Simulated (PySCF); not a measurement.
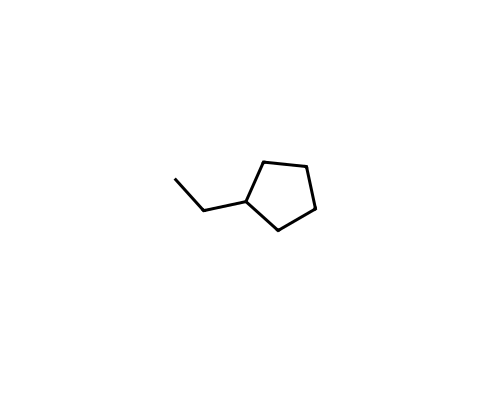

A structural formula.

Question: Give its SMILES.

Answer: CCC1CCCC1

Question: What is the molecular formula?

Answer: C7H14.

Question: An optimisation with GFN2-xTB gave a structure of which point group?

Answer: C1. Other conformers may differ.

More results for the same structure follow; atom numbers are the same in all pictures, views and colours differ. Computed geometry: GFN2-xTB optimisation. No frequency run is at hand to confirm it as a minimum.

**Geometry**

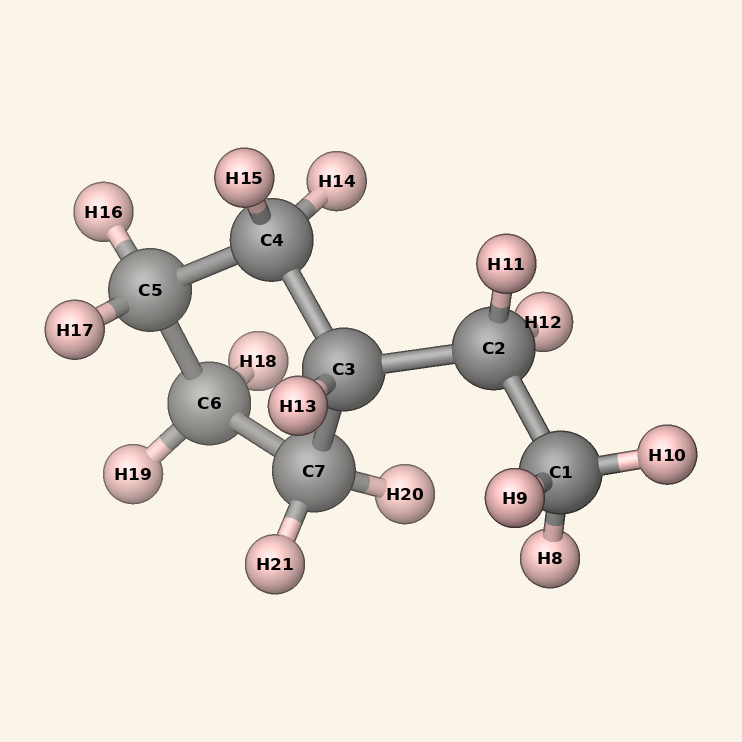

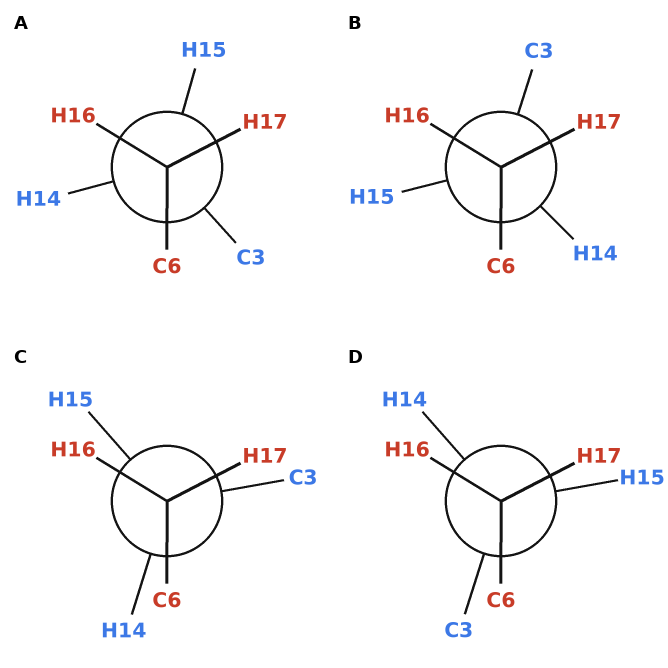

Distant atoms are faded towards the background colour. Bonds that would overlap in a projection are set slightly apart. No frequency run is at hand to confirm it as a minimum.

Question: Which Newman projection shows the view along C5–C4, with C5 in front?

Answer: A. The torsion angle C6–C5–C4–C3 is −42°, synclinal (gauche).

**NMR shielding**

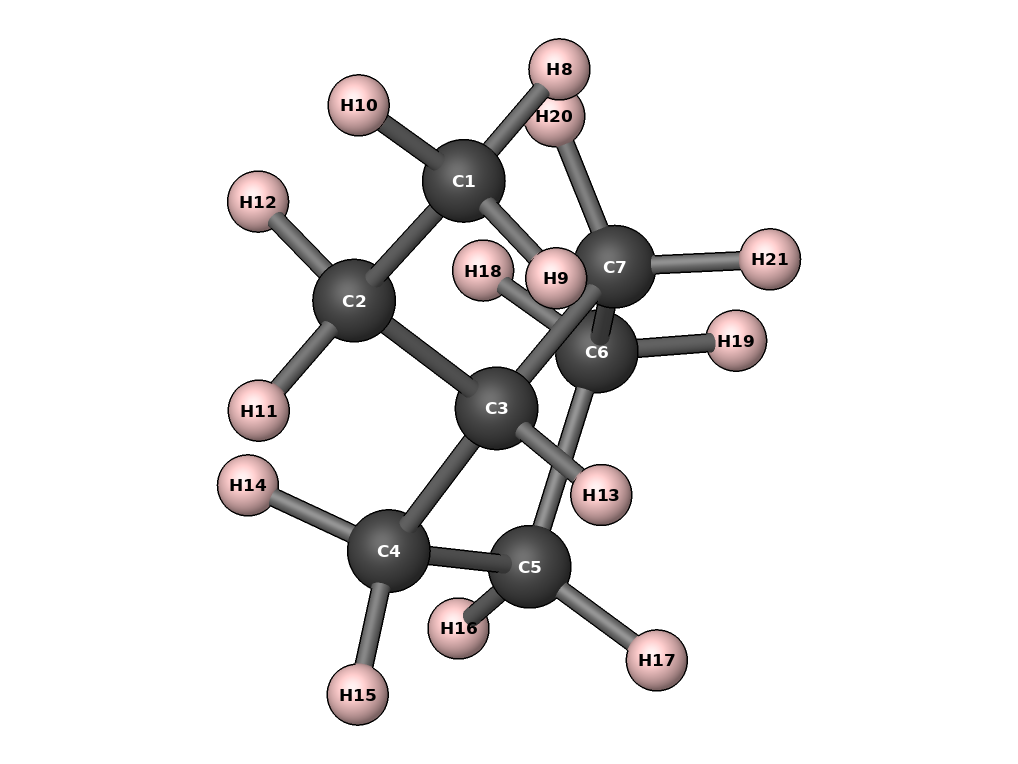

The questions are on isotropic NMR shieldings of the H atoms. No frequency run is at hand to confirm it as a minimum. Method: GIAO PBE0/pcSseg-1 NMR shielding, non-relativistic, gas phase (PySCF 2.14.0).

Question: Which H atom is the most shielded (lowest chemical shift)?

Answer: H9 (30.89 ppm).

Question: Which H atom is the least shielded (highest chemical shift)?

Answer: H21 (29.84 ppm).

Question: How wide is the range of H shifts?

Answer: 1.05 ppm.

Give the isotropic NMR shieldings of the H atoms atom by atom.

```csv
atom,σ (ppm)
H8,30.65
H9,30.89
H10,30.55
H11,30.02
H12,30.80
H13,30.12
H14,30.71
H15,29.87
H16,30.00
H17,30.32
H18,30.18
H19,29.90
H20,30.55
H21,29.84
```

**Ring current**

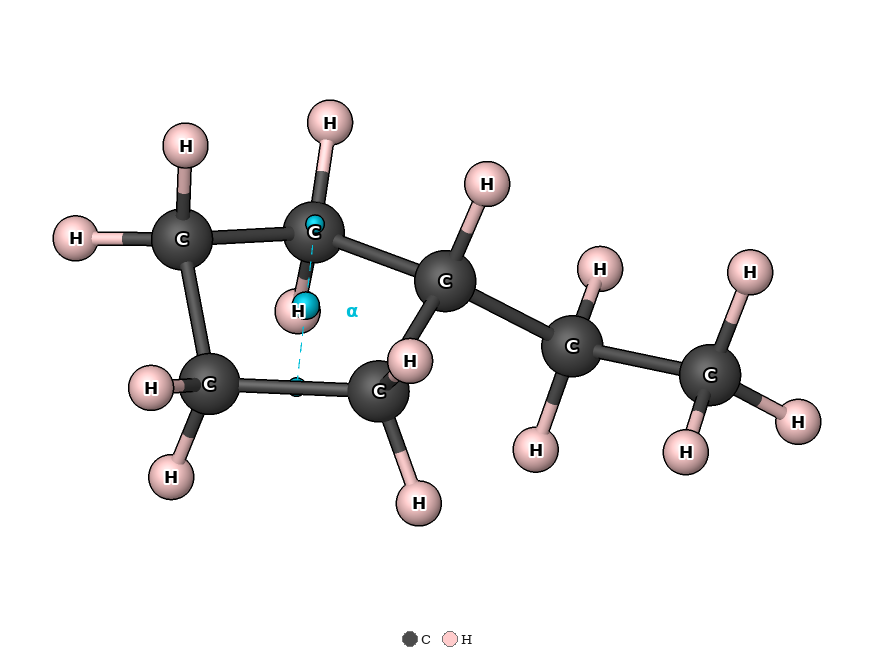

The small points mark where nucleus-independent chemical shifts (NICS) were computed: at the centre of each lettered ring and 1 Å above and below it. No frequency run is at hand to confirm it as a minimum. Method: GIAO PBE0/pcSseg-1 NMR shielding, non-relativistic, gas phase (PySCF 2.14.0).

Give NICS(0), NICS(1) and the out-of-plane component NICS(1)zz for each ring (means of the two sides).

```json
{"ring": "α", "members": "C5", "NICS(0)": "−5.2", "NICS(1)": "−3.9", "NICS(1)zz": "−3.4"}
```

Values in ppm.

Question: What do the values say about the ring currents?

Answer: Ring α: weak, as in a non-aromatic ring. NICS is one index among several.

**Electronic properties**

No frequency run is at hand to confirm it as a minimum. Method: PBE0/pcSseg-1, gas phase (PySCF 2.14.0).

Question: Give the dipole moment at this level.

Answer: 0.06 D.

Question: Estimate the LUMO energy (Kohn–Sham orbital).

Answer: 1.39 eV.

Question: Estimate the HOMO energy (Kohn–Sham orbital).

Answer: −8.65 eV.
